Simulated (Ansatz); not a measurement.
# ClGeH6N3: small, medium and large basis sets

How large a basis does ClGeH6N3 need? Two functionals are run in growing sets.

Computed with Ansatz 0.2.0, Gaussian basis. Level: one geometry, several basis sets.

The runs, in order: PBE0-D4/def2-SVP; ωB97M-V/def2-SVP; PBE0-D4/def2-QZVPP; ωB97M-V/def2-QZVPP; the functionals' def2-TZVPP values are taken from earlier runs.

### Step 1. The geometry

An earlier PBE0-D4 in a triple-zeta def2 set relaxation fixed the geometry.

SMILES `[NH2][Ge]([NH2])([NH2])[Cl]`, 11 atoms, charge 0, spin multiplicity 1.

Atoms are counted from 1 here; the program's logs count them from 0.

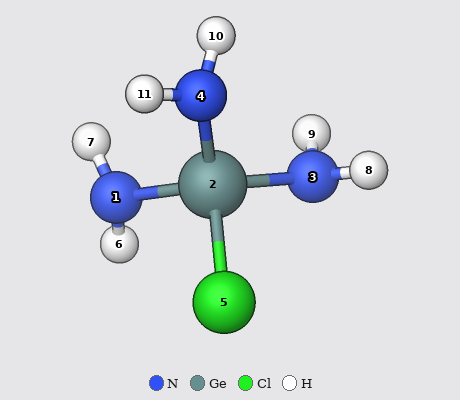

The structure; nitrogen blue, germanium teal, chlorine green, hydrogen white; atoms are numbered from 1 in the order of the file.

### Step 2. PBE0-D4 in def2-SVP

Input file in.yaml:

```yaml
crystal:
  periodic: [false, false, false]
  atoms:
    - {symbol: N, position_ang: [-1.443736, 0.864688, -0.455171]}
    - {symbol: Ge, position_ang: [0.219896, 0.348760, 0.066227]}
    - {symbol: N, position_ang: [0.212390, -0.539219, 1.654082]}
    - {symbol: N, position_ang: [1.095486, -0.561280, -1.242248]}
    - {symbol: Cl, position_ang: [1.333561, 2.153807, 0.407713]}
    - {symbol: H, position_ang: [-2.001323, 1.342997, 0.237067]}
    - {symbol: H, position_ang: [-1.989452, 0.158771, -0.926201]}
    - {symbol: H, position_ang: [1.112731, -0.837177, 2.000258]}
    - {symbol: H, position_ang: [-0.461427, -1.286533, 1.731364]}
    - {symbol: H, position_ang: [0.906100, -1.551023, -1.288399]}
    - {symbol: H, position_ang: [1.080976, -0.150688, -2.164093]}
basis:
  gaussian: {orbitals: def2-SVP}
hamiltonian: {xc: pbe0, dispersion: d4}
output: {orbitals: {seedname: orbitals}}
```

Command:

```console
> ansatz run in.yaml --threads 4 --pin off --events-out ev --progress --plain --max-ram 11315MiB
```

Output:

```text
Functional definition: PBE0
  name "PBE0"
  cite "Adamo & Barone, J. Chem. Phys. 110, 6158 (1999) doi:10.1063/1.478522"
  cite "Perdew, Burke & Ernzerhof, Phys. Rev. Lett. 77, 3865 (1996) doi:10.1103/PhysRevLett.77.3865"
  parent pbe
  parameter a = 0.25
  parameter kappa = 0.804
  parameter beta = 0.06672455060314922
  exchange = (1 - a)*pbe_x(kappa = kappa, mu = beta*pi^2/3) + a*exact_x
  correlation = pbe_c(beta = beta)
1217 factors; integrals over basis functions are off by at most 9.8e-4 eV
mean field evaluation 1: about -73567.1217 eV, gradient 8.3e1 eV
mean field evaluation 2: about -73556.3950 eV, gradient 1.1e2 eV
mean field evaluation 4: about -73580.1460 eV, gradient 2.3e0 eV
mean field evaluation 8: about -73580.3321 eV, gradient 1.8e-1 eV
mean field evaluation 16: about -73580.3321 eV, gradient 1.2e-4 eV
mean field -73580.33214991 eV, -2704.0273319689 hartree, gradient 5.7e-5 eV, S^2 0.000000; 0 other end points of the search recorded, 0 dependent functions left out
reference -73580.33217663 eV, -2704.0273329508 hartree; 38, 38 occupied and 84, 84 virtual orbitals, 1217 factors
Total energy: -73580.56475243 eV, -2704.0358799536 hartree
```

Run time: 1.6 s. Hardware: 4 threads of Intel Xeon Platinum 8375C at 2.90GHz, shared host.

### Step 3. ωB97M-V in def2-SVP

in.yaml, as its differences from that of step 2:

```diff
@@ -16,3 +16,3 @@
   gaussian: {orbitals: def2-SVP}
-hamiltonian: {xc: pbe0, dispersion: d4}
+hamiltonian: {xc: {name: wB97M-V}}
 output: {orbitals: {seedname: orbitals}}
```

Launched as before.

Output, shortened:

```text
Functional definition: wB97M-V
  name "wB97M-V"
  cite "Mardirossian & Head-Gordon, J. Chem. Phys. 144, 214110 (2016) doi:10.1063/1.4952647"
  cite "Becke, J. Chem. Phys. 107, 8554 (1997) doi:10.1063/1.475007"
  cite "Vydrov & Van Voorhis, J. Chem. Phys. 133, 244103 (2010) doi:10.1063/1.3521275"
  # Of w^i u^j: cxij and so on, Table III.
[...]
  gx(w, u) = 1 - cx + cx01*u + cx10*w
  gss(w, u) = css00 + css04*u^4 + css10*w + css20*w^2 + css43*w^4*u^3
  gos(w, u) = cos00 + cos10*w + (cos20 + cos21*u)*w^2 + (cos60 + cos61*u)*w^6
[...]
      + integral(e_c_pw_mod_opposite_spin*gos(b97_w_opposite, b97_u_opposite)) + vv10(b, c)
1217 factors; integrals over basis functions are off by at most 9.8e-4 eV
320 factors; integrals over basis functions are off by at most 6.9e-6 eV
[...]
mean field -73591.17803095 eV, -2704.4259107455 hartree, gradient 2.3e-5 eV, S^2 0.000000; 0 other end points of the search recorded, 0 dependent functions left out
reference -73591.17807187 eV, -2704.4259122490 hartree; 38, 38 occupied and 84, 84 virtual orbitals, 1217 factors
Total energy: -73591.17807187 eV, -2704.4259122490 hartree
```

Run time: 4.5 s. Hardware: 4 threads of Intel Xeon Platinum 8375C at 2.90GHz, shared host.

### Step 4. PBE0-D4 in def2-QZVPP

in.yaml, as its differences from that of step 3:

```diff
@@ -15,4 +15,4 @@
 basis:
-  gaussian: {orbitals: def2-SVP}
-hamiltonian: {xc: {name: wB97M-V}}
+  gaussian: {orbitals: "def2-QZVPP.json"}
+hamiltonian: {xc: pbe0, dispersion: d4}
 output: {orbitals: {seedname: orbitals}}
```

Launched as before.

Output:

```text
Functional definition: PBE0
  name "PBE0"
  cite "Adamo & Barone, J. Chem. Phys. 110, 6158 (1999) doi:10.1063/1.478522"
  cite "Perdew, Burke & Ernzerhof, Phys. Rev. Lett. 77, 3865 (1996) doi:10.1103/PhysRevLett.77.3865"
  parent pbe
  parameter a = 0.25
  parameter kappa = 0.804
  parameter beta = 0.06672455060314922
  exchange = (1 - a)*pbe_x(kappa = kappa, mu = beta*pi^2/3) + a*exact_x
  correlation = pbe_c(beta = beta)
1823 factors; their error is unknown
mean field evaluation 1: about -73581.8612 eV, gradient 1.0e2 eV
mean field evaluation 2: about -73561.8069 eV, gradient 1.3e2 eV
mean field evaluation 4: about -73599.2164 eV, gradient 4.8e0 eV
mean field evaluation 8: about -73599.4146 eV, gradient 5.0e-1 eV
mean field evaluation 16: about -73599.4146 eV, gradient 5.5e-5 eV
mean field -73599.41462871 eV, -2704.7286001301 hartree, gradient 5.5e-5 eV, S^2 0.000000; 0 other end points of the search recorded, 0 dependent functions left out
reference -73599.41466377 eV, -2704.7286014184 hartree; 38, 38 occupied and 472, 472 virtual orbitals, 1823 factors
Total energy: -73599.64723956 eV, -2704.7371484212 hartree
```

It took 9 s on 4 threads of Intel Xeon Platinum 8375C at 2.90GHz, shared host; peak memory 2.4 GiB.

### Step 5. ωB97M-V in def2-QZVPP

in.yaml, as its differences from that of step 4:

```diff
@@ -16,3 +16,3 @@
   gaussian: {orbitals: "def2-QZVPP.json"}
-hamiltonian: {xc: pbe0, dispersion: d4}
+hamiltonian: {xc: {name: wB97M-V}}
 output: {orbitals: {seedname: orbitals}}
```

Same command.

Output, shortened:

```text
Functional definition: wB97M-V
  name "wB97M-V"
  cite "Mardirossian & Head-Gordon, J. Chem. Phys. 144, 214110 (2016) doi:10.1063/1.4952647"
  cite "Becke, J. Chem. Phys. 107, 8554 (1997) doi:10.1063/1.475007"
  cite "Vydrov & Van Voorhis, J. Chem. Phys. 133, 244103 (2010) doi:10.1063/1.3521275"
  # Of w^i u^j: cxij and so on, Table III.
[...]
  gx(w, u) = 1 - cx + cx01*u + cx10*w
  gss(w, u) = css00 + css04*u^4 + css10*w + css20*w^2 + css43*w^4*u^3
  gos(w, u) = cos00 + cos10*w + (cos20 + cos21*u)*w^2 + (cos60 + cos61*u)*w^6
[...]
      + integral(e_c_pw_mod_opposite_spin*gos(b97_w_opposite, b97_u_opposite)) + vv10(b, c)
1795 factors; their error is unknown
389 factors; integrals over basis functions are off by at most 2.6e-5 eV
[...]
mean field -73610.31093125 eV, -2705.1290318625 hartree, gradient 7.0e-5 eV, S^2 0.000000; 0 other end points of the search recorded, 0 dependent functions left out
reference -73610.31098755 eV, -2705.1290339316 hartree; 38, 38 occupied and 472, 472 virtual orbitals, 1795 factors
Total energy: -73610.31098755 eV, -2705.1290339316 hartree
```

It took 19 s on 4 threads of Intel Xeon Platinum 8375C at 2.90GHz, shared host; peak memory 2.7 GiB.

### Step 6. Functionals by basis

The def2-TZVPP values come from earlier runs at the same geometry.

```tsv
functional	basis	functions	energy (eV)	from the largest (eV)	HOMO (eV)	LUMO (eV)
PBE0-D4	def2-SVP	122	-73580.5648	19.082	-7.35	0.75
PBE0-D4	def2-TZVPP	267	-73597.7538	1.893	-7.64	0.12
PBE0-D4	def2-QZVPP	510	-73599.6472	0.000	-7.72	-0.20
ωB97M-V	def2-SVP	122	-73591.1781	19.133	-9.76	2.45
ωB97M-V	def2-TZVPP	267	-73608.4867	1.824	-10.06	1.59
ωB97M-V	def2-QZVPP	510	-73610.3110	0.000	-10.14	1.06
```

### Step 7. What came out

| quantity | value |
| --- | --- |
| PBE0-D4: double and triple zeta above quadruple | 19.08, 1.89 eV |
| ωB97M-V: double and triple zeta above quadruple | 19.13, 1.82 eV |

PBE0-D4 gains 17.19 eV from double to triple zeta, then 1.89 eV more. Total energies overstate the basis error of differences, where much of it tends to cancel. The LUMO of ωB97M-V is positive and keeps falling with the basis (2.45 to 1.06 eV): an unbound level that the basis holds in place.

For PBE0-D4 the largest set took about 5 times as long as the smallest (9 s against 1.6 s).
